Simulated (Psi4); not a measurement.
**AlF3 (SMILES F[Al](F)F): BLYP/6-311+G(d,p)**

What is the energy change on altering one bond length of AlF3 at BLYP/6-311+G**? 

The calculation is run with Psi4 1.11.

## Step 1: The molecule

AlF3 has 4 atoms, charge 0, and is taken as a singlet. As SMILES, `F[Al](F)F`. The shape is that of a PBE0-D4/def2-TZVP optimisation.

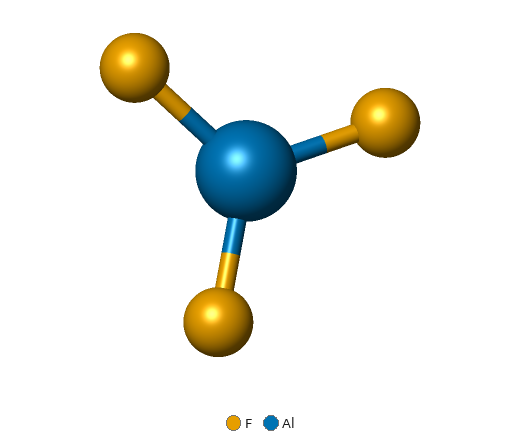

The structure, seen from a chosen angle (fluorine amber, aluminium blue).

## Step 2: Energy and gradient at BLYP/6-311+G(d,p)

File job.in:

```
memory 2200 MB

molecule m {
  F      1.62404953    -1.36549720     2.23019808
  Al     0.00000000    -0.00001890     0.00000000
  F     -2.72260402    -1.15751394    -0.85058463
  F      1.09855449     2.52303004    -1.37957566
  units au
  symmetry c1
  no_reorient
  no_com
}

set basis 6-311+G**
set puream true
set e_convergence 1e-09
set d_convergence 1e-08
set scf_type pk
set dft_radial_points 99
set dft_spherical_points 590

E, wfn = gradient("blyp", return_wfn=True)
oeprop(wfn, "DIPOLE", "LOWDIN_CHARGES", "WIBERG_LOWDIN_INDICES")
print_variables()
```

Started as:

```
$ psi4 job.in job.out -n 1
```

job.out:

```text
[...]
  Running in c1 symmetry.
[...]
  Nuclear repulsion =  159.600526173030318
[...]
  Multiplicity = 1
[...]
  Nalpha       = 20
  Nbeta        = 20
[...]
    Number of basis functions: 96
[...]
   @RKS iter   1:  -541.98917060313954   -4.32108e-01   1.02635e-02 DIIS/ADIIS
[...]
   @RKS iter  10:  -542.26990384675230   -7.16227e-12   3.68890e-09 DIIS
[...]
    Orbital Energies [Eh]
    ---------------------
    Doubly Occupied:
       1A    -55.491871     2A    -24.279310     3A    -24.279309
       4A    -24.279304     5A     -4.005309     6A     -2.618262
       7A     -2.612677     8A     -2.612677     9A     -1.086014
      10A     -1.074011    11A     -1.074010    12A     -0.457245
      13A     -0.416833    14A     -0.416832    15A     -0.397199
      16A     -0.383904    17A     -0.383903    18A     -0.377293
      19A     -0.377293    20A     -0.358133
[...]
  @RKS Final Energy:  -542.26990384675230
   => Energetics <=
    Nuclear Repulsion Energy =            159.6005261730303175
    One-Electron Energy =               -1073.7856590761025473
    Two-Electron Energy =                 422.1528842853820720
    DFT Exchange-Correlation Energy =     -50.2376552290620921
    Empirical Dispersion Energy =           0.0000000000000000
    VV10 Nonlocal Energy =                  0.0000000000000000
    Total Energy =                       -542.2699038467522996
[...]
  -Total Gradient:
     Atom            X                  Y                   Z
    ------   -----------------  -----------------  -----------------
       1       -0.015169790624     0.012676149562    -0.020765280713
       2        0.000001032400     0.000000784296    -0.000001035542
       3        0.025390073084     0.010815489945     0.007915255069
       4       -0.010194730119    -0.023463916861     0.012844969933
[...]
 Multipole Moments:
 ------------------------------------------------------------------------------------
     Multipole            Electronic (a.u.)      Nuclear  (a.u.)        Total (a.u.)
 ------------------------------------------------------------------------------------
 L = 1.  Multiply by 2.5417464519 to convert [e a0] to [Debye]
 Dipole X            :         -0.0000005            0.0000000           -0.0000005
 Dipole Y            :          0.0000357           -0.0000756           -0.0000399
 Dipole Z            :         -0.0003605            0.0003401           -0.0000204
 Magnitude           :                                                    0.0000448
[...]
```

Wall time 19 s (1 thread of Intel Xeon at 2.50GHz (Skylake/Cascade Lake), shared host); peak memory 0.82 GiB.

## Step 3: The distorted shape at the same level

File alf3.xyz:

```xyz
4
AlF3
F      1.579744    -0.416345     1.405214
Al     0.720334     0.306235     0.225044
F     -1.440740    -0.612530    -0.450110
F      1.301664     1.641375    -0.504996
```

File run.py:

```python
import psi4

psi4.set_memory(2200000000)
psi4.set_num_threads(1)
psi4.core.set_output_file('psi4.out', False)

with open('alf3.xyz') as f:
    atoms = ''.join(f.readlines()[2:])
m = psi4.geometry('0 1\n' + atoms + 'symmetry c1\nno_reorient\nno_com')

psi4.set_options(dict(puream=True, e_convergence=1e-09, d_convergence=1e-08, scf_type='pk', dft_radial_points=99, dft_spherical_points=590))

e_tot, wfn = psi4.gradient('blyp/6-311+G**', return_wfn=True)
psi4.oeprop(wfn, 'LOWDIN_CHARGES', 'WIBERG_LOWDIN_INDICES', 'DIPOLE')
print('gradient / Eh bohr^-1')
print(e_tot.np.round(6))
print(f'energy = {wfn.energy():.10f} Eh')
```

Started as:

```
$ python run.py
```

psi4.out:

```text
[...]
  Running in c1 symmetry.
[...]
  Nuclear repulsion =  140.694585766858779
[...]
  Multiplicity = 1
[...]
  Nalpha       = 20
  Nbeta        = 20
[...]
    Number of basis functions: 96
[...]
   @RKS iter   1:  -541.84841474684822   -4.92873e-01   1.04807e-02 ADIIS/DIIS
[...]
   @RKS iter  13:  -542.17357992038160   -4.54747e-13   1.41752e-09 DIIS
[...]
    Orbital Energies [Eh]
    ---------------------
    Doubly Occupied:
       1A    -55.564627     2A    -24.316007     3A    -24.316004
       4A    -24.218880     5A     -4.069428     6A     -2.682458
       7A     -2.677353     8A     -2.676769     9A     -1.116675
      10A     -1.108549    11A     -0.963472    12A     -0.482464
      13A     -0.448438    14A     -0.423505    15A     -0.423089
      16A     -0.409664    17A     -0.400336    18A     -0.325256
      19A     -0.282660    20A     -0.280948
[...]
  @RKS Final Energy:  -542.17357992038160
   => Energetics <=
    Nuclear Repulsion Energy =            140.6945857668587792
    One-Electron Energy =               -1035.4800513572495220
    Two-Electron Energy =                 402.6859139994014640
    DFT Exchange-Correlation Energy =     -50.0740283293923625
    Empirical Dispersion Energy =           0.0000000000000000
    VV10 Nonlocal Energy =                  0.0000000000000000
    Total Energy =                       -542.1735799203815986
[...]
  -Total Gradient:
     Atom            X                  Y                   Z
    ------   -----------------  -----------------  -----------------
       1       -0.009142412797     0.013765683427    -0.017648036983
       2        0.077352026074     0.032886148741     0.024164992174
       3       -0.063643750922    -0.027057355216    -0.019883319240
       4       -0.004631351420    -0.019622344297     0.013345868550
[...]
 Multipole Moments:
 ------------------------------------------------------------------------------------
     Multipole            Electronic (a.u.)      Nuclear  (a.u.)        Total (a.u.)
 ------------------------------------------------------------------------------------
 L = 1.  Multiply by 2.5417464519 to convert [e a0] to [Debye]
 Dipole X            :        -41.1861770           42.1982533            1.0120764
 Dipole Y            :        -17.5099765           17.9402189            0.4302425
 Dipole Z            :        -12.8675866           13.1837575            0.3161709
 Magnitude           :                                                    1.1442776
[...]
```

The script printed:

```text
gradient / Eh bohr^-1
[[-0.009142  0.013766 -0.017648]
 [ 0.077352  0.032886  0.024165]
 [-0.063644 -0.027057 -0.019883]
 [-0.004631 -0.019622  0.013346]]
energy = -542.1735799204 Eh
```

Run time: 22 s. Hardware: 1 thread of Intel Xeon at 2.50GHz (Skylake/Cascade Lake), shared host; peak memory 0.8 GiB.

## Step 4: Outcome

Level: BLYP/6-311+G**.

```
                                                          quantity          value
                                         first shape: total energy  -542.26990 Eh
                                        first shape: dipole moment         0.00 D
                                          first shape: HOMO energy       -9.75 eV
                                          first shape: LUMO energy       -2.67 eV
                                        first shape: HOMO–LUMO gap        7.07 eV
                             first shape: largest force on an atom     1.476 eV/Å
                                     distorted shape: total energy  -542.17358 Eh
                                    distorted shape: dipole moment         2.91 D
                                      distorted shape: HOMO energy       -7.64 eV
                                      distorted shape: LUMO energy       -4.86 eV
                                    distorted shape: HOMO–LUMO gap        2.78 eV
                         distorted shape: largest force on an atom     4.497 eV/Å
energy change with the Al2–F3 bond stretched from 1.629 to 2.443 Å       2.621 eV
```

What this shows: With the Al2–F3 bond stretched from 1.629 to 2.443 Å the energy rises by 2.62 eV (253 kJ/mol). The first shape isn't relaxed at this level, so the change isn't measured from a minimum. The largest force (first shape) is 1.48 eV/Å: the shape isn't a stationary point for this species at this level.
